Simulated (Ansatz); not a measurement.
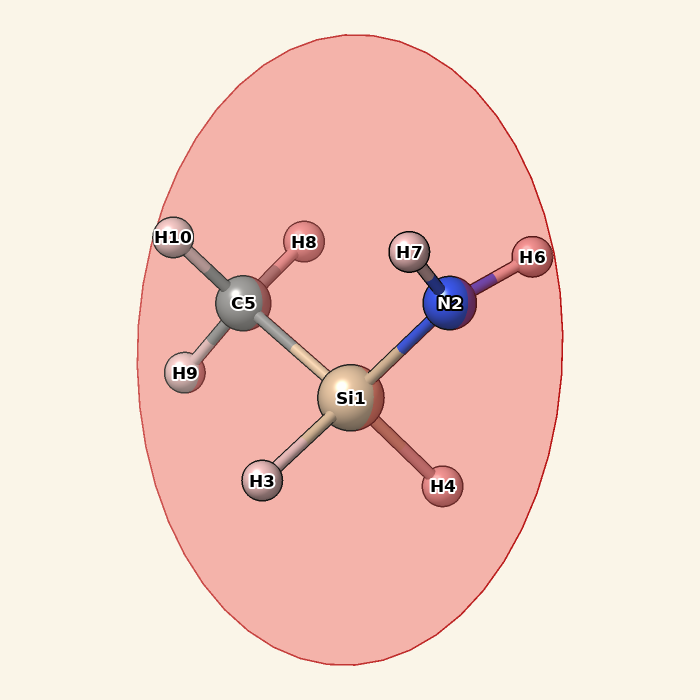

A disc through the centre of mass is drawn in. Atoms fade into the background with distance from the viewer. The computed structure is the end point of a PBE0-D4/def2-TZVP optimisation.

Q: Is the plane of the disc a mirror plane of the structure?

A: Yes. The reflection leaves Si1, N2, C5, H9 in place and moves H3 ↔ H4; H6 ↔ H7; H8 ↔ H10. The point group is Cs.
